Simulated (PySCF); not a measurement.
# C7H9BO2: a changed input and its effect

System: C7H9BO2.
Method of run A: GIAO PBE0/pcSseg-1 NMR shielding, non-relativistic, IEF-PCM acetone (PySCF 2.14.0).

The geometry comes from this level: PBE0-D3(BJ)/def2-SVP. Text and figures count atoms from 1; the logs count them from 0 in places.

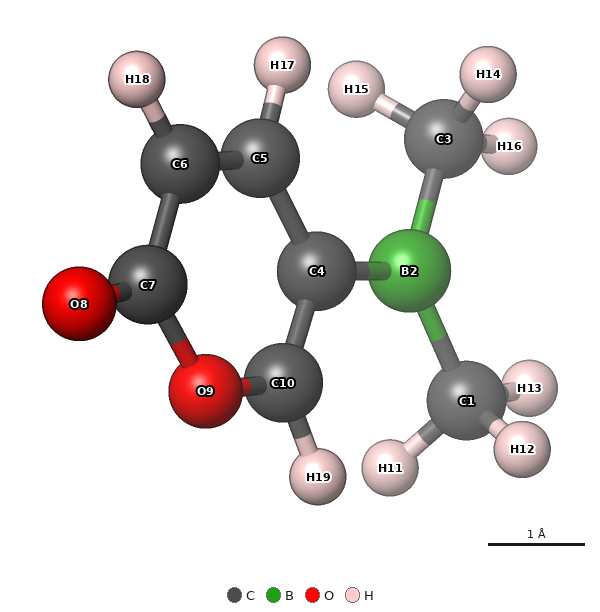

Figure 1. The structure (ball-and-stick view, seen at a tilt; atoms are numbered from 1 in the order of the input). Bond lengths as drawn: B–C 1.56 to 1.58 Å, C–C 1.36 to 1.45 Å, C–H 1.09 to 1.11 Å and C–O 1.20 to 1.41 Å.

The input, run A:
```
{"job": {"kind": "nmr", "xc": "PBE0", "basis": "pcSseg-1", "solvent": "acetone", "pop": true}, "charge": 0, "multiplicity": 1}
C     -2.185459    -1.940803    -0.242435
B     -1.530131    -0.552905     0.127895
C     -2.349079     0.578327     0.856443
C     -0.035811    -0.272868    -0.233635
C      0.653111     0.962513     0.051228
C      1.952867     1.153903    -0.287006
C      2.717371     0.121161    -0.955496
O      3.858536     0.150742    -1.309253
O      1.992472    -1.059417    -1.205083
C      0.724576    -1.217296    -0.863652
H     -1.629429    -2.779628     0.211558
H     -2.149610    -2.114625    -1.332373
H     -3.234611    -2.025204     0.073711
H     -2.364750     1.497529     0.243363
H     -1.855525     0.868232     1.801402
H     -3.388566     0.305185     1.084953
H      0.110272     1.767744     0.554051
H      2.487421     2.081453    -0.078846
H      0.352454    -2.205270    -1.149121
```

The first line tells a small driver script what to run in PySCF; the rest is the geometry in Å.

Command:
```bash
OMP_NUM_THREADS=1 python <driver script> task.json out
```

Hardware: 1 CPU thread, shared host.

Output (run A):
```
coarse grid: 16440 points
cycle   1  E = -446.6503885132  dE =  1.619e+00  |g| = 9.463e-01  |ddm| = 4.023e+00
cycle   2  E = -446.3345556708  dE =  3.158e-01  |g| = 1.600e+00  |ddm| = 2.019e+00
cycle   3  E = -446.8171412387  dE = -4.826e-01  |g| = 2.714e-01  |ddm| = 1.482e+00
cycle   4  E = -446.8309596730  dE = -1.382e-02  |g| = 7.228e-02  |ddm| = 2.360e-01
cycle   5  E = -446.8316847807  dE = -7.251e-04  |g| = 2.930e-02  |ddm| = 5.277e-02
cycle   6  E = -446.8318565594  dE = -1.718e-04  |g| = 5.883e-03  |ddm| = 2.361e-02
cycle   7  E = -446.8318631976  dE = -6.638e-06  |g| = 2.323e-03  |ddm| = 6.609e-03
final grid: 160432 points
cycle   8  E = -446.9105388431  dE = -3.827e-05  |g| = 1.619e-02  |ddm| = 4.713e-02
cycle   9  E = -446.9104560138  dE =  8.283e-05  |g| = 2.630e-02  |ddm| = 3.307e-02
cycle  10  E = -446.9105915059  dE = -1.355e-04  |g| = 2.065e-03  |ddm| = 2.151e-02
cycle  11  E = -446.9105924379  dE = -9.320e-07  |g| = 2.893e-04  |ddm| = 1.646e-03
cycle  12  E = -446.9105924447  dE = -6.775e-09  |g| = 2.375e-04  |ddm| = 3.585e-04
cycle  13  E = -446.9105924545  dE = -9.837e-09  |g| = 4.574e-05  |ddm| = 1.819e-04
cycle  14  E = -446.9105924549  dE = -4.042e-10  |g| = 1.603e-05  |ddm| = 4.857e-05
converged SCF energy = -446.9105924549

GIAO shielding tensors (ppm)
atom      isotropic    diamagn.    paramagn.     s11        s22        s33       span
  0 C      175.299     253.961     -78.661    160.594    179.058    186.246     25.651
  1 B       25.139     188.243    -163.104    -45.882      1.211    120.087    165.970
  2 C      171.686     254.831     -83.145    154.879    177.380    182.799     27.920
  3 C       63.012     260.709    -197.697    -24.452     23.870    189.618    214.070
  4 C       26.923     254.520    -227.598    -97.703     12.370    166.101    263.803
  5 C       67.672     256.842    -189.170    -23.152     77.364    148.804    171.957
  6 C       21.996     247.503    -225.508    -79.057     71.166     73.879    152.937
  7 O      -40.579     397.048    -437.628   -259.821   -140.244    278.328    538.149
  8 O        8.947     400.166    -391.219   -207.292    -21.070    255.203    462.496
  9 C       10.491     253.527    -243.036    -90.783     20.735    101.520    192.303
 10 H       30.042      30.679      -0.637     25.473     29.324     35.330      9.856
 11 H       30.078      30.280      -0.202     25.565     29.272     35.398      9.833
 12 H       30.134      29.125       1.009     25.996     29.285     35.120      9.124
 13 H       30.019      31.221      -1.202     25.653     29.303     35.101      9.447
 14 H       30.000      31.604      -1.604     25.612     29.332     35.056      9.444
 15 H       30.079      29.541       0.538     26.013     29.255     34.968      8.954
 16 H       23.104      33.430     -10.326     20.065     20.409     28.839      8.774
 17 H       24.886      30.069      -5.183     21.659     24.736     28.261      6.602
 18 H       22.793      31.980      -9.188     17.923     22.488     27.967     10.045
```

For run B the input was changed thus:
```diff
-"solvent": "acetone"
-"pop": true
+"solvent": "chloroform"
+"pop": false
```

Predict how the results change.

The total energy of run B is 1.7 kcal/mol higher: the change of the electrostatic solvation energy at this fixed geometry, without cavity or dispersion terms. The dipole moment goes from 5.39 to 5.08 D. Of all shieldings, the largest change is that of O8, by −11.4 ppm. The number of SCF iterations is the same.

Output (run B):
```
coarse grid: 16440 points
cycle   1  E = -446.6446642858  dE =  1.625e+00  |g| = 9.515e-01  |ddm| = 4.023e+00
cycle   2  E = -446.2981858659  dE =  3.465e-01  |g| = 1.648e+00  |ddm| = 2.099e+00
cycle   3  E = -446.8124925116  dE = -5.143e-01  |g| = 2.874e-01  |ddm| = 1.565e+00
cycle   4  E = -446.8281157694  dE = -1.562e-02  |g| = 7.593e-02  |ddm| = 2.520e-01
cycle   5  E = -446.8289076190  dE = -7.918e-04  |g| = 3.118e-02  |ddm| = 5.574e-02
cycle   6  E = -446.8291030385  dE = -1.954e-04  |g| = 6.368e-03  |ddm| = 2.562e-02
cycle   7  E = -446.8291107579  dE = -7.719e-06  |g| = 2.635e-03  |ddm| = 7.267e-03
final grid: 160432 points
cycle   8  E = -446.9078047216  dE = -3.532e-05  |g| = 1.667e-02  |ddm| = 4.723e-02
cycle   9  E = -446.9077075677  dE =  9.715e-05  |g| = 2.776e-02  |ddm| = 3.529e-02
cycle  10  E = -446.9078607981  dE = -1.532e-04  |g| = 2.200e-03  |ddm| = 2.337e-02
cycle  11  E = -446.9078618586  dE = -1.061e-06  |g| = 3.314e-04  |ddm| = 1.791e-03
cycle  12  E = -446.9078618684  dE = -9.771e-09  |g| = 2.551e-04  |ddm| = 3.974e-04
cycle  13  E = -446.9078618799  dE = -1.153e-08  |g| = 4.788e-05  |ddm| = 1.986e-04
cycle  14  E = -446.9078618803  dE = -4.341e-10  |g| = 1.855e-05  |ddm| = 5.206e-05
converged SCF energy = -446.9078618803

GIAO shielding tensors (ppm)
atom      isotropic    diamagn.    paramagn.     s11        s22        s33       span
  0 C      175.285     253.892     -78.606    160.666    179.022    186.168     25.503
  1 B       25.367     188.307    -162.940    -45.029      0.910    120.220    165.249
  2 C      171.631     254.753     -83.121    154.902    177.317    182.675     27.772
  3 C       63.228     260.739    -197.510    -23.931     24.137    189.479    213.410
  4 C       28.133     254.643    -226.510    -96.452     15.388    165.463    261.915
  5 C       67.153     256.828    -189.675    -24.642     77.522    148.579    173.221
  6 C       22.829     247.315    -224.486    -80.016     70.699     77.804    157.820
  7 O      -51.973     396.714    -448.687   -279.093   -153.823    276.998    556.092
  8 O        8.225     399.851    -391.626   -207.830    -23.176    255.682    463.512
  9 C       10.842     253.425    -242.582    -90.290     21.448    101.369    191.658
 10 H       30.083      30.694      -0.611     25.531     29.374     35.343      9.812
 11 H       30.116      30.296      -0.180     25.619     29.319     35.410      9.792
 12 H       30.114      29.108       1.005     25.974     29.248     35.118      9.144
 13 H       30.062      31.236      -1.173     25.716     29.354     35.117      9.401
 14 H       30.044      31.616      -1.572     25.676     29.384     35.073      9.397
 15 H       30.060      29.531       0.529     25.993     29.219     34.967      8.974
 16 H       23.241      33.562     -10.321     20.238     20.527     28.957      8.719
 17 H       24.940      30.097      -5.158     21.765     24.680     28.373      6.609
 18 H       22.866      32.083      -9.217     18.062     22.515     28.020      9.958
```

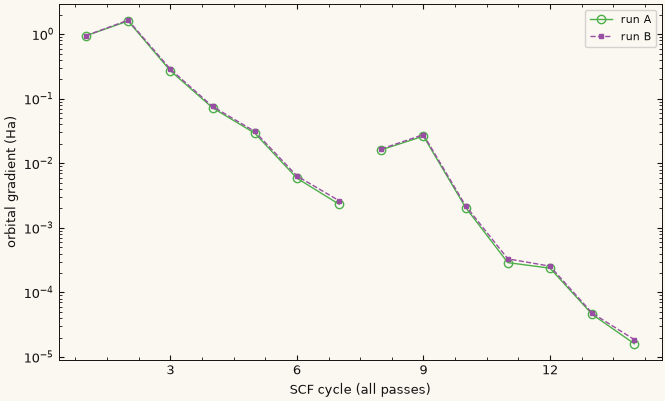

Figure 2. Convergence of the two runs: orbital gradient against the SCF cycle. A break in a curve parts two SCF passes (coarse and final grid). Run A takes 14 cycles in all, and run B takes 14.

The two runs side by side:

```csv
quantity,run A,run B
outcome,converged,converged
total energy (hartree),−446.910592,−446.907862
HOMO (eV),−7.11,−7.12
LUMO (eV),−1.73,−1.77
dipole moment (D),5.39,5.08
shielding of B2 (ppm),25.1,25.4
shielding of C5 (ppm),26.9,28.1
shielding of C6 (ppm),67.7,67.2
shielding of C7 (ppm),22.0,22.8
shielding of O8 (ppm),−40.6,−52.0
shielding of O9 (ppm),8.9,8.2
shielding of C10 (ppm),10.5,10.8
SCF iterations,14,14
basis functions,215,215
wall time (shared host),31 s,28 s
```
